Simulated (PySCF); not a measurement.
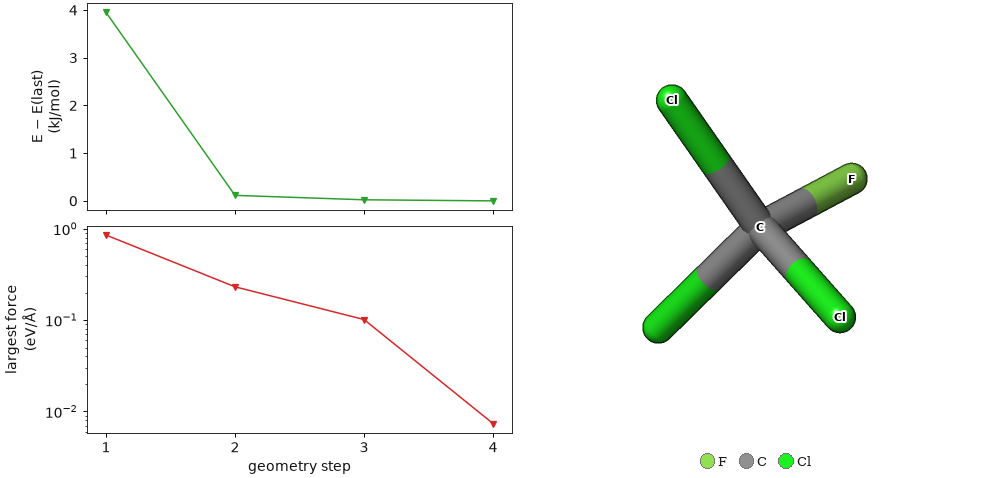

Beside the plot: the molecule at the start.

History of a geometry optimisation.

System: CFCl3 (SMILES FC(Cl)(Cl)Cl).
Method: PBE0-D3(BJ)/def2-TZVP, geometry optimisation (PySCF 2.14.0, density fitting).

> How did the optimisation end?

The optimisation met its thresholds at geometry 4, counting the start as the first. The energy fell by about 4 kJ/mol from the first step to the last. The largest force goes from about 0.85 eV/Å at the start to 7 × 10⁻³ eV/Å at the end.
